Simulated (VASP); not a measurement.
Consider the following.

```yaml
crystal:
  lattice:
    - [4.00764, 0.00000, 0.00000]
    - [-2.00382, 3.47072, 0.00000]
    - [0.00000, 0.00000, 3.89517]
  atoms:
    - { symbol: Gd, position: [0.00000, 0.00000, 0.50000] }
    - { symbol: Ni, position: [0.33333, 0.66667, 0.00000] }
    - { symbol: As, position: [0.66667, 0.33333, 0.00000] }
```

Calculation: PBEsol GGA, VASP's PBE PAW potentials (set 64) (plane waves; VASP 6.6.1). Run with 400 eV cut-off, 10×10×9 Γ-centred mesh, tetrahedra with Blöchl corrections, potentials Gd_3 Ni As.

The 4f electrons are frozen in the core of the lanthanide potential, so 4f levels, which can set the real gap, and their magnetism are missing.

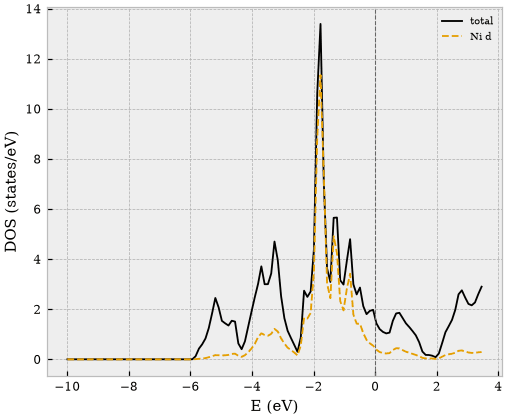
*Total and projected density of states, zero at the Fermi level*

Within 2 eV below the Fermi level the largest weight inside VASP's projection spheres is Ni d.

It has no gap at this level: it comes out as a metal or semimetal.

The structure comes from a computed database's GdNiAs entry (P-6m2); how it stands against other phases isn't given here. It was relaxed first. The run is not spin-polarised, so no magnetic state was tried.
